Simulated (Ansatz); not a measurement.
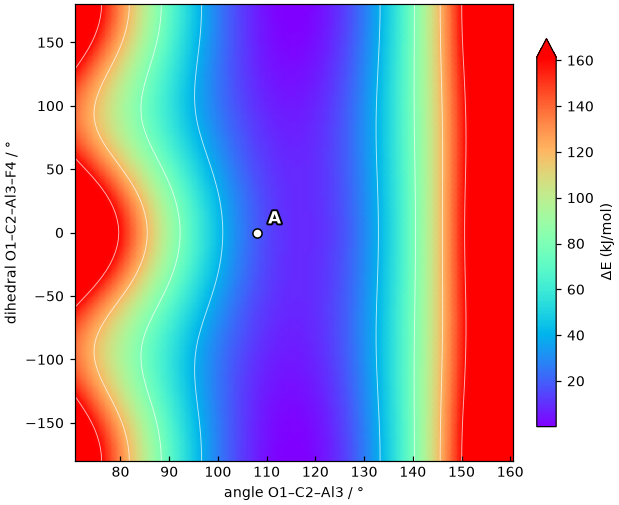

CH₂AlFO, SMILES O=[CH][AlH][F]. 
- Coordinates scanned: (1) angle O1–C2–Al3; (2) dihedral O1–C2–Al3–F4.
- Nothing is relaxed (all other coordinates rigid).
- The scan uses a 13 × 12 grid; 137 points were computed and 19 follow by symmetry.
- Points are written as (first, second).
- Energies: kJ/mol, counted from the relaxed molecule at the same level.
- Level of theory: RKS PBE0-D4/def2-TZVP (Ansatz).

Drawn: a smooth colour map with a few white contour lines, one colour for all values above the top of the scale, the point A. Between grid points the surface is interpolated.

Is A at rest? If not, where is it pushed?

A, at (108.1°, 0°), is not a stationary point. The computed force is 2.2 kJ/mol for each degree towards larger values of angle O1–C2–Al3 and nearly zero along dihedral O1–C2–Al3–F4.
